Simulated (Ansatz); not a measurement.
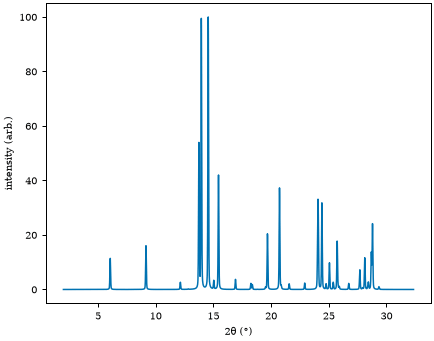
Figure: Simulated powder pattern, Ag Kα, λ = 0.560885 Å

The pattern belongs to a structure relaxed with DFT-r²SCAN in the program Ansatz with PAW potentials.

Q: Which of these materials gives this?
A. ReW, CsCl type
B. ReW, L1₀ or tetragonal B2
C. MoW, Cmcm (W on 4c, Mo on 4c)
D. AlAg, Cmcm (Ag on 4c, Al on 4c)

A: C, MoW, Cmcm (W on 4c, Mo on 4c)

The start of the workflow was typed in or built on a structure type; neither database checked (COD, Materials Project) lists it. Its standing as an ambient phase is unchecked. The cell was relaxed with r²SCAN under the symmetry of its start; its stability against distortions is not shown here. The run is not spin-polarised. Its formation energy is positive at this level, so the cell may be metastable or incomplete. Scalar-relativistic: spin–orbit coupling is off unless named, which matters more the heavier the elements.

Potentials: the earlier of the program's two PAW sets.
